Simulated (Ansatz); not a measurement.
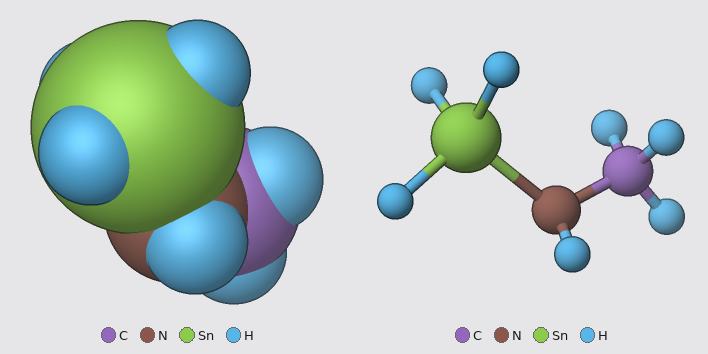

Two views of one molecule.

Question: Which formula does it have?

Answer: CH7NSn, 10 atoms: 1 carbon, 7 hydrogen, 1 nitrogen and 1 tin.

Question: Write the SMILES.

Answer: C[NH][SnH3]

Question: Give the symmetry (Schoenflies symbol).

Answer: C1.

Question: How many bonds of each kind are drawn?

Answer: 3 C–H, 3 Sn–H, 1 C–N, 1 N–Sn, 1 N–H.

Question: How many sets of symmetry-equivalent atoms are there?

Answer: 10: 1 C, 1 N, 1 Sn, 1 H, 1 H, 1 H, 1 H, 1 H, 1 H, 1 H.

The parts below concern this one geometry. Atoms keep their numbers from picture to picture. Computed geometry: PBE0-D4/def2-TZVP optimisation.

**Shape**

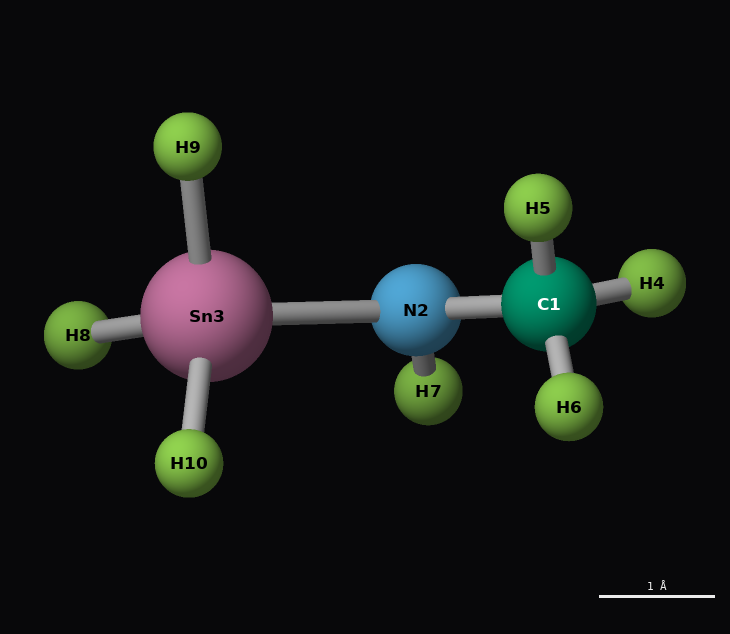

Atoms carry their numbers in the input.

List the bonds and their lengths.

| bond | length (Å) |
| --- | --- |
| C1–N2 | 1.451 |
| C1–H4 | 1.095 |
| C1–H5 | 1.094 |
| C1–H6 | 1.101 |
| N2–Sn3 | 2.028 |
| N2–H7 | 1.011 |
| Sn3–H8 | 1.704 |
| Sn3–H9 | 1.706 |
| Sn3–H10 | 1.718 |

**Electronic properties**

Level of theory: RKS r2SCANh-D4/def2-TZVPP, core potentials on Sn (Ansatz 0.2.0).

Question: Give the HOMO energy (Kohn–Sham orbital) at this level.

Answer: −5.91 eV.

Question: Give the dispersion correction at this level.

Answer: −4.2 kJ/mol.

Question: Give the LUMO energy (Kohn–Sham orbital) at this level.

Answer: −0.13 eV.

**Dipole moment**

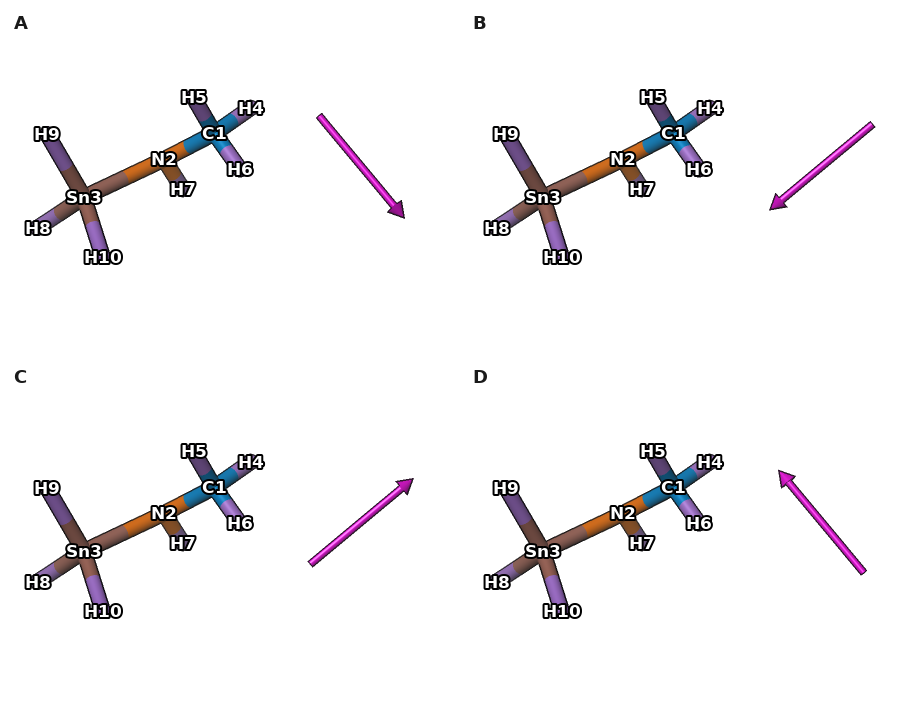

The same molecule four times, each with an arrow. Level of theory: RKS PBE0-D4/def2-TZVP, core potentials on Sn (Ansatz 0.2.0).

Question: Which arrow points along the dipole moment, from the negative to the positive end?

Answer: A. The dipole moment is 0.80 D; it points from the side of H9 to the side of H6 (the outermost atoms at the two ends).

**Charges**

The questions are on Mulliken charges. Level of theory: RKS PBE-D4/def2-TZVPP, core potentials on Sn (Ansatz 0.2.0).

List the Mulliken charges.

| atom | value (e) |
| --- | --- |
| C1 | −0.20 |
| N2 | −0.44 |
| Sn3 | 0.62 |
| H4 | 0.09 |
| H5 | 0.09 |
| H6 | 0.09 |
| H7 | 0.13 |
| H8 | −0.12 |
| H9 | −0.12 |
| H10 | −0.14 |

Mulliken values depend strongly on the basis set and can even reverse the polarity of a bond.
